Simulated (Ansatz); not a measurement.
# Single-point calculation, with input and output: Rh6H (part 1 of 2)

Rh6H (slab, 14 atoms in the cell), computed with DFT PBE, scalar-relativistic, plane waves, PAW, PAW set soft_1, no spin polarisation (Ansatz 0.2.0).

The structure derives from an entry of the Crystallography Open Database. Figures and captions count atoms from 1; the log counts them from 0 in places.

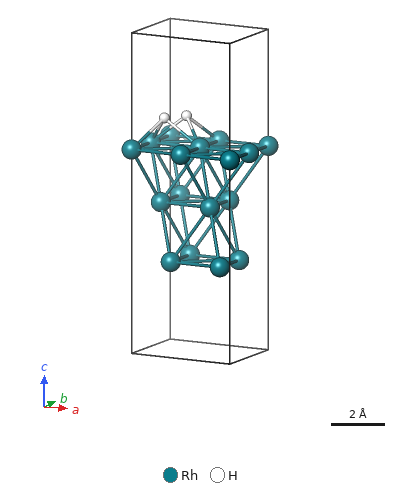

The structure as given in the input (ball-and-stick view of the cell of the calculation, with the vacuum cut short, seen slightly off an axis). An atom can appear more than once, as a periodic image.

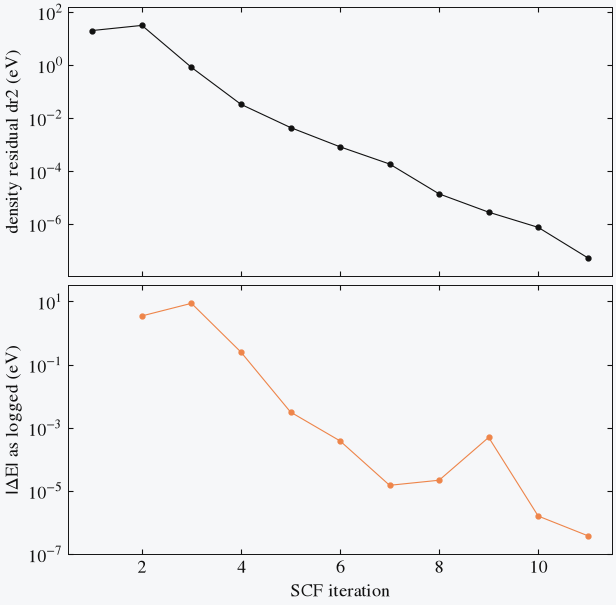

Convergence of the self-consistent field: density residual dr2 and size of the energy change against the SCF iteration. The residual falls almost steadily, with no more than small rises.

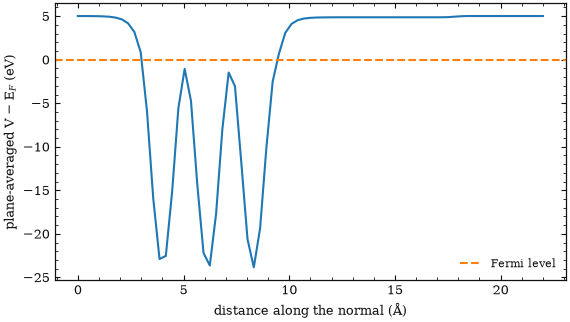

Plane average of the electrostatic potential energy of an electron across the cell, from the Fermi level. The vacuum level lies 4.87 eV above the Fermi level on the upper side and 5.02 eV on the lower.

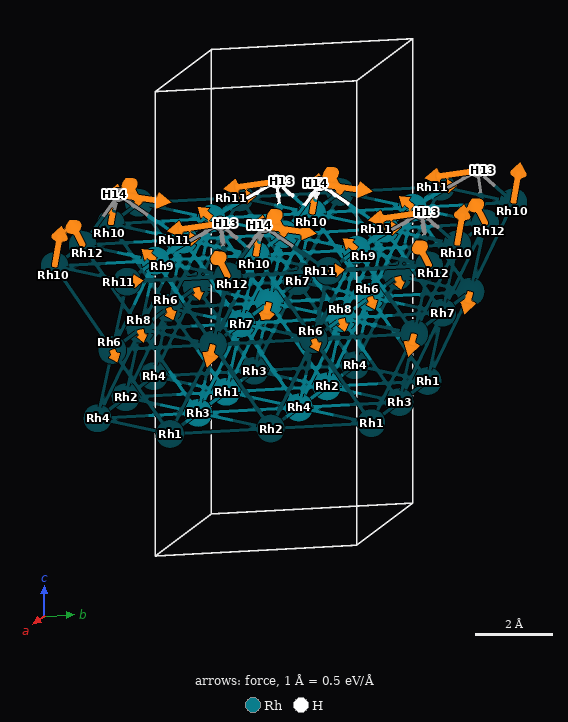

Forces on the atoms as orange arrows (ball-and-stick view of the cell of the calculation, with the vacuum cut short, seen slightly off an axis; neighbours outside the cell are drawn fainter; atoms are numbered from 1 in the order of the input); the smallest are left out. The largest act on H13 (0.76 eV/Å); H14 (0.74 eV/Å); Rh10, Rh12 (0.67 eV/Å); Rh5 (0.34 eV/Å), among others. The geometry is not a stationary point of this energy.

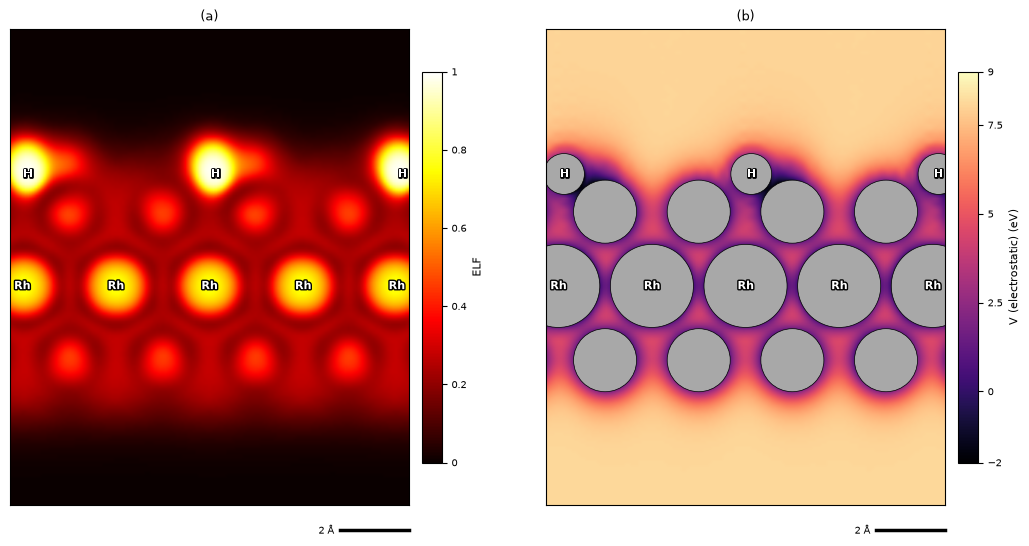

(a) ELF; (b) electrostatic potential energy of an electron on the (100) plane of the calculation cell, a cut from vacuum to vacuum. Grey discs, where drawn, cover atomic cores. Atoms in the plane: Rh and H. Rh–Rh (2.71 Å): the ELF is about 0.25 at the midpoint (no shared electron pair). The strong features right at Rh lie inside the PAW spheres (semicore, d or f shells) and say nothing about bonding. The fields are those of the smooth PAW valence density.

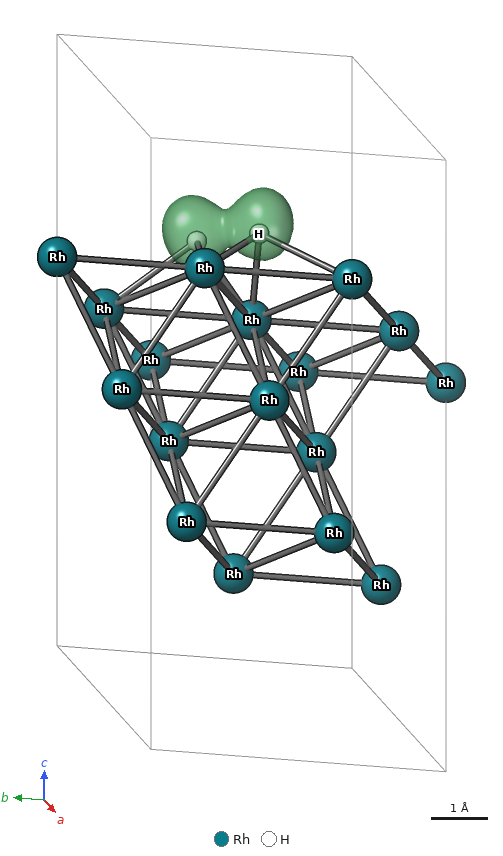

Isosurface of the electron localisation function at 0.7 (green), seen at an oblique angle. Core shells and regions of very low density are left out. Sticks mark near contacts. Along the contacts the grid gives the following. Rh–H (1.84 Å): the ELF climbs to about 1 towards the hydrogen, as it does in any bond to H. Rh–Rh (2.66 Å): the ELF is about 0.30 at the midpoint; no localised pair between them.

These pictures come from the run below.

Input file:
```yaml
crystal:
  lattice:
    - [5.4165863251, 0.0, 0.0]
    - [-2.7082931626, 4.6909013593, 0.0]
    - [0.0, 0.0, 22.296611923]
  atoms:
    - { symbol: Rh, position: [0.3333333333, 0.1666666667, 0.1793994538] }
    - { symbol: Rh, position: [0.3333333333, 0.6666666667, 0.1793994538] }
    - { symbol: Rh, position: [0.8333333333, 0.1666666667, 0.1793994538] }
    - { symbol: Rh, position: [0.8333333333, 0.6666666667, 0.1793994538] }
    - { symbol: Rh, position: [0.1666666667, 0.3333333333, 0.2757769167] }
    - { symbol: Rh, position: [0.1666666667, 0.8333333333, 0.2757769167] }
    - { symbol: Rh, position: [0.6666666667, 0.3333333333, 0.2757769167] }
    - { symbol: Rh, position: [0.6666666667, 0.8333333333, 0.2757769167] }
    - { symbol: Rh, position: [0.0, 0.0, 0.3721019118] }
    - { symbol: Rh, position: [0.0, 0.5, 0.3721019118] }
    - { symbol: Rh, position: [0.5, 0.0, 0.3721019118] }
    - { symbol: Rh, position: [0.5, 0.5, 0.3721019118] }
    - { symbol: H, position: [0.1870590048, 0.3741180096, 0.4209882629] }
    - { symbol: H, position: [0.3129409952, 0.6258819904, 0.4209882629] }
basis:
  ecutwfc: 420
kpoints:
  mp_grid: { grid: [6, 6, 1] }
hamiltonian:
  xc: pbe
  pseudopotentials: { kind: paw, azcp: { folder: soft_1 } }
scf:
  occupations: { method: gaussian, width: 0.1 }
output:
  forces: true
  eigenvalues: true
  write_density: true
  write_potential: true
  elf: true
  volumetric_format: npy
efield:
  axis: 3
  dipole_correction: true
  ramp_width: 0.04
```

Run as:
```bash
ansatz run input.yaml --threads 4 --pin off --max-ram 12288MiB --backend cpu --events-out ev --progress --plain --runs-dir out
```

The program's output:
```
Engine: ansatz 0.2.0, aarch64-unknown-linux-gnu
Pseudopotentials: kind: paw
Pseudopotential: Rh, paw, valence charge 17, recommended cutoff 420 eV (normal), [file]
Pseudopotential: H, paw, valence charge 1, recommended cutoff 420 eV (normal), [file]
Functional definition: PBE
  parameter kappa = 0.804
  parameter beta = 0.06672455060314922
  exchange = pbe_x(kappa = kappa, mu = beta*pi^2/3)
  correlation = pbe_c(beta = beta)
Crystal: 14 atoms, lattice volume = 566.527 Å³
Basis set: ecut = 420 eV, 11049 PW (Γ), exchange–correlation on 80×80×300 points (8 copies of the dense FFT grid, shifted against one another)
Bands: 124, of which v1, the nominal top of the filled ones, is band 103 counted from 1 (102 counted from 0)
Symmetry: 2 space group operations
Space group: Cm (ITA 8), of the structure as read, at distance tolerance 8.3e-5 Å
k-points: 13 of 36 (time reversal used)
Non-local potential: Rh, projectors of the file, l = 0: 3, l = 1: 2, l = 2: 2, l = 3: 1
Non-local potential: H, projectors of the file, l = 0: 2, l = 1: 1
PAW form: soft (Blöchl's): semilocal exchange-correlation on the pseudo side does not see the compensation charge
PAW one-centre angular grid: Rh, 590 points (default); XC on 64 Gauss nodes
PAW one-centre angular grid: H, 110 points (default); XC on 64 Gauss nodes
Initial density: superposition of atomic densities (neutral atoms: chi_scale 0, normalization atom)
Initial wavefunctions: pseudopotential atomic-orbital guess
Functional: x = pbe(κ = 0.804, μ = 0.2195149727645171), c = pbe(β = 0.06672455060314922)
```
